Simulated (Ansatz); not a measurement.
Input

```
crystal:
  periodic: [false, false, false]
  atoms:
    - { symbol: Si, position_ang: [-0.021823, 0.133467, 0.20137] }
    - { symbol: "N", position_ang: [-0.158519, 0.388587, 1.970515] }
    - { symbol: H, position_ang: [-0.815536, -0.206982, 2.477697] }
    - { symbol: H, position_ang: [0.706119, 0.475863, 2.502528] }
    - { symbol: H, position_ang: [1.409397, 0.319695, -0.203122] }
    - { symbol: H, position_ang: [-0.824444, 1.191432, -0.503477] }
    - { symbol: H, position_ang: [-0.565014, -1.188212, -0.256004] }
    - { symbol: P, position_ang: [1.675824, -2.666148, 1.140501] }
    - { symbol: H, position_ang: [0.478745, -3.179732, 0.542515] }
    - { symbol: H, position_ang: [2.055859, -1.985666, -0.064018] }
    - { symbol: H, position_ang: [1.004292, -1.533505, 1.694496] }
basis:
  gaussian: { orbitals: "6-31G*" }
hamiltonian:
  xc: pbe
  dispersion: d4
relax:
  f_tol: 0.03
  max_steps: 50
output:
  orbitals: {}
```

Command:

```sh
ansatz run input.yaml --threads 1 --pin off --max-ram 2048MiB --backend cpu --events-out ev --progress --plain --runs-dir out
```

The fields are those of the run's last geometry, not of the input's.

These are results of Ansatz 0.2.0, RKS PBE-D4/6-31G*, not measurements.

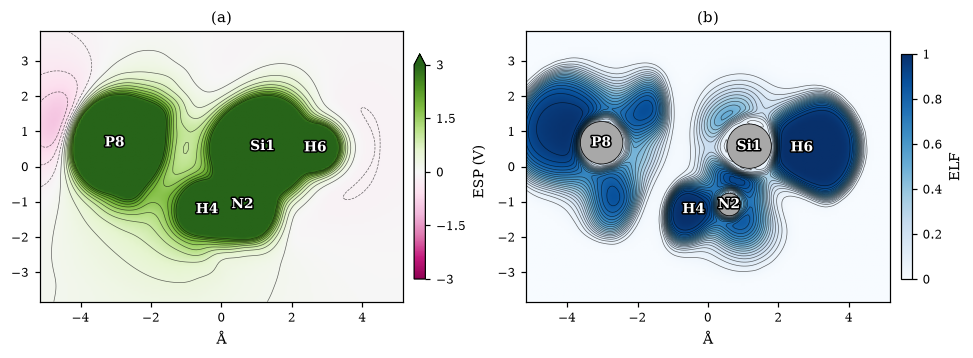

H$_{5}$NSi···PH$_{3}$. (a) molecular electrostatic potential; (b) ELF on the plane of atoms N2, Si1 and H6. Grey discs cover the atomic cores in the ELF map.

> Read the bonding off the picture.

- Atoms in the plane: Si, N, H and P.
- Si–N (1.75 Å): the ELF peaks at about 0.90 between the atoms; a shared but strongly polarised pair.
- N–H (1.02 Å): the ELF climbs to about 1 towards the hydrogen, as it does in any bond to H; an ordinary covalent bond to hydrogen.
- Si–H (1.50 Å): the ELF climbs to about 1 towards the hydrogen.
- The ELF also peaks beside P8, away from the bonds: lone-pair regions.
- Outside the dense part of the complex the potential is most negative (−1.0 V) near P8.
